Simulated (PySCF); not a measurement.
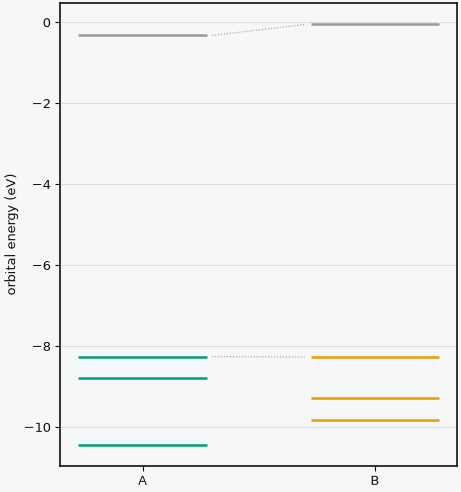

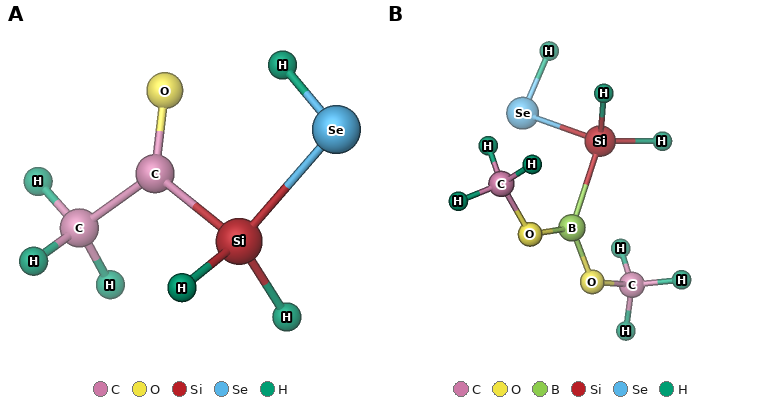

Related molecules: A is C₂H₆OSeSi, SMILES CC(=O)[SiH2][SeH]; B is C₂H₉BO₂SeSi, SMILES COB(OC)[SiH2][SeH]. Frontier orbital energies, CAM-B3LYP/def2-SVPD with PySCF, at a PBE0-D3(BJ)/def2-SVP geometry (no frequency check); drawn are at most three filled levels and, in grey, the LUMO with any level within 0.03 eV of it; dotted lines join the HOMOs and the LUMOs.

What does the change do to the frontier levels?

Answer. From A to B the HOMO hardly moves and the LUMO rises by 0.27 eV, so the separation goes from 7.94 to 8.22 eV.

Does the ΔSCF ionisation energy follow the HOMO?

Answer. A: −ε(HOMO) 8.26, ΔSCF 9.22 eV; B: −ε(HOMO) 8.27, ΔSCF 9.17 eV.

Caveats, for all or some of the runs: one conformer of a flexible molecule; spin-orbit coupling is left out, and with Se it can shift these levels and split any degenerate set.
